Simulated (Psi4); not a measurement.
# PO2 (phosphorus dioxide): a first try and a second

Aim: the excited states of PO2 (phosphorus dioxide) at TDA-PBEsol/6-31G* (density fitting, Cartesian functions, C-PCM water, tdscf states 3, tdscf tda yes).

The calculation is run with Psi4 1.11.

1 further run of the same task is left out (set aside as unsound or not needed).

## 1. The structure to begin with

PO2 has 3 atoms, charge 0, and is taken as a doublet. SMILES: `[O]P=O`. The shape is that of a GFN2-xTB optimisation.

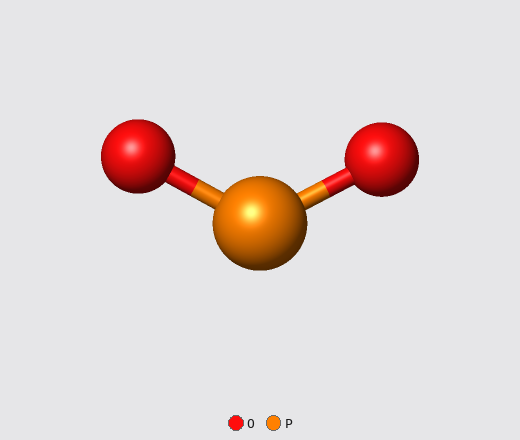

The structure, seen from a chosen angle (oxygen red, phosphorus orange).

## 2. The input as first written

Contents of calc.in:

```
memory 1600 MB

molecule {
  0 2
  O      0.331710     1.226310     0.317670
  P     -0.403940     0.077030    -0.212130
  O      0.072230    -1.303340    -0.105540
  symmetry c1
  no_reorient
  no_com
}

set {
  basis         6-31G*
  reference     uks
  tdscf_states  3
  tdscf_tda     true
  d_convergence 1e-14
  maxiter       60
  pcm           true
}

pcm = {
  Units = Angstrom
  Medium {
    SolverType = CPCM
    Solvent = Water
  }
  Cavity {
    Type = GePol
    RadiiSet = UFF
    Scaling = False
    Area = 0.3
    Mode = Implicit
  }
}

e, wfn = energy("td-pbesol", return_wfn=True)
print_variables()
```

Command:

```bash
$ psi4 -n 1 calc.in calc.out
```

calc.out:

```text
Psi4 1.11 release

  PCM or DDX continuum solvation does not make use of molecular symmetry: further calculations in C1 point group.

   => Loading Basis Set <=

    Name: 6-31G*
    Role: ORBITAL
    Keyword: BASIS

         ---------------------------------------------------------
                                   SCF
                              UKS Reference
                        1 Threads,   1525 MiB Core
         ---------------------------------------------------------

  ==> Geometry <==

    Molecular point group: c1
    Full point group: C1

    Geometry (in Angstrom), charge = 0, multiplicity = 2:

[... 185 lines left out ...]
   @DF-UKS iter SAD:  -490.19313741435838   -4.90193e+02   0.00000e+00
[... 3 lines left out ...]
   @DF-UKS iter   4:  -490.39272107643660   -1.05017e-02   8.11896e-04 DIIS/ADIIS
[... 3 lines left out ...]
   @DF-UKS iter   8:  -490.39357560858008   -8.21522e-07   4.44874e-06 DIIS
[... 4 lines left out ...]
   @DF-UKS iter  53:  -490.39357564850241   -1.13687e-13   1.05046e-14 DIIS
[... 3 lines left out ...]
   @DF-UKS iter  57:  -490.39357564850235    5.68434e-14   1.03517e-14 DIIS
[... 4 lines left out ...]
PsiException: Could not converge SCF iterations in 60 iterations.
[... 1 line left out ...]
  Failed to converge.
[... 4 lines left out ...]
psi4.driver.p4util.exceptions.SCFConvergenceError: Could not converge SCF iterations in 60 iterations.
[... 6 lines left out ...]
    core.set_local_option('PCM', 'PCMSOLVER_PARSED_FNAME', '@pcmsolver.369410.e378f25e')
[... 3 lines left out ...]
!------------------------------------------------------!
!                                                      !
!  Could not converge SCF iterations in 60 iterations. !
!                                                      !
!------------------------------------------------------!

    Psi4 run time: 0:00:11.64
```

Wall time 13 s (1 thread of Intel Xeon 6975P-C (Granite Rapids), shared host); peak memory 0.28 GiB.

## 3. Reading the log

The run stopped without converging.

The log says `Could not converge SCF iterations in 60 iterations.`. The cause is that the convergence threshold is tighter than the arithmetic can reach. To mend it: density convergence threshold at its default in place of 1e-14.

## 4. Try two

Contents of job.dat:

```
memory 1.6 GB

molecule m {
  0 2
  O      0.331710     1.226310     0.317670
  P     -0.403940     0.077030    -0.212130
  O      0.072230    -1.303340    -0.105540
  units angstrom
  symmetry c1
  no_reorient
  no_com
}

set {
  basis 6-31G*
  reference uks
  tdscf_states 3
  tdscf_tda true
  pcm true
}

pcm = {
  Units = Angstrom
  Medium {
    SolverType = CPCM
    Solvent = Water
  }
  Cavity {
    Type = GePol
    RadiiSet = UFF
    Scaling = False
    Area = 0.3
    Mode = Implicit
  }
}

energy('td-pbesol')
```

Command:

```bash
$ psi4 -i job.dat -o job.out -n 1
```

job.out:

```text
[...]
  Running in c1 symmetry.
[...]
  Nuclear repulsion =   99.891557751564903
[...]
  Multiplicity = 2
[...]
  Nalpha       = 16
  Nbeta        = 15
[...]
    Number of basis functions: 49
[...]
   @DF-UKS iter   1:  -490.09983472117500    9.33027e-02   1.78086e-02 DIIS/ADIIS
[...]
   @DF-UKS iter   9:  -490.39357564752453   -3.89444e-08   7.36871e-07 DIIS
[...]
   @S^2 Observed:                7.517054883E-01
[...]
    Orbital Energies [Eh]
    ---------------------
    Alpha Occupied:
       1A    -76.276720     2A    -18.742558     3A    -18.742557
       4A     -6.395186     5A     -4.623586     6A     -4.620872
       7A     -4.620675     8A     -0.976128     9A     -0.922728
      10A     -0.496267    11A     -0.400394    12A     -0.386374
      13A     -0.385968    14A     -0.310357    15A     -0.297266
      16A     -0.258364
    Alpha Virtual:
      17A     -0.096877    18A      0.046227    19A      0.071363
      20A      0.219739    21A      0.258018    22A      0.312330
      23A      0.379435    24A      0.560180    25A      0.570688
[...]
  @DF-UKS Final Energy:  -490.39357564752453
   => Energetics <=
    Nuclear Repulsion Energy =             99.8915577515649034
    One-Electron Energy =                -876.5919047229419903
    Two-Electron Energy =                 325.3398805614441471
    DFT Exchange-Correlation Energy =     -39.0232454070969865
    Empirical Dispersion Energy =           0.0000000000000000
    VV10 Nonlocal Energy =                  0.0000000000000000
    PCM Polarization Energy =              -0.0098638304946894
    Total Energy =                       -490.3935756475245284
[...]
 Multipole Moments:
 ------------------------------------------------------------------------------------
     Multipole            Electronic (a.u.)      Nuclear  (a.u.)        Total (a.u.)
 ------------------------------------------------------------------------------------
 L = 1.  Multiply by 2.5417464519 to convert [e a0] to [Debye]
 Dipole X            :          4.5959647           -5.3433518           -0.7473871
 Dipole Y            :         -0.8761776            1.0189592            0.1427817
 Dipole Z            :          2.4136098           -2.8060732           -0.3924634
 Magnitude           :                                                    0.8561552
[...]
**********                               WARNING                                **********
**********       The names of excited state variables changed between 1.5       **********
[...]
**********                               WARNING                                **********
**********  Length-gauge rotatory strengths are **NOT** gauge-origin invariant  **********
[...]
                                    Excitation Energy         Total Energy        Oscillator Strength             Rotatory Strength
[...]
Excited State    1 (1 A):   0.07234 au   629.82 nm f = 0.0024
[...]
Excited State    2 (1 A):   0.08746 au   520.94 nm f = 0.0000
[...]
Excited State    3 (1 A):   0.15118 au   301.39 nm f = 0.0000
[...]
```

Run time: 8.1 s. Hardware: 1 thread of Intel Xeon 6975P-C (Granite Rapids), shared host; peak memory 0.3 GiB.

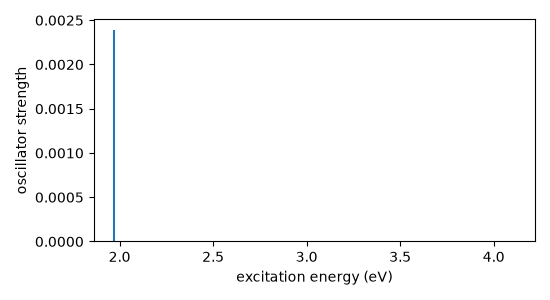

Vertical excitations as sticks.

The roots found:

```csv
excited state,energy (eV),strength,label
1,1.969,0.0024,A 1
2,2.380,0.0000,A 1
3,4.114,0.0000,A 1
```

## 5. What came out

At TDA-PBEsol/6-31G* (density fitting, Cartesian functions, C-PCM water, tdscf states 3, tdscf tda yes):

```
                                                      quantity          value
                             ground-state or mean-field energy  -490.39358 Eh
                      dipole moment (PBEsol Kohn–Sham density)         2.18 D
HOMO energy (PBEsol Kohn–Sham orbitals) (highest over α and β)       -7.03 eV
 LUMO energy (PBEsol Kohn–Sham orbitals) (lowest over α and β)       -5.84 eV
                                    solvent term in the energy   -25.9 kJ/mol
                             ⟨S²⟩ of the reference determinant          0.752
                                      lowest excitation energy        1.97 eV
```
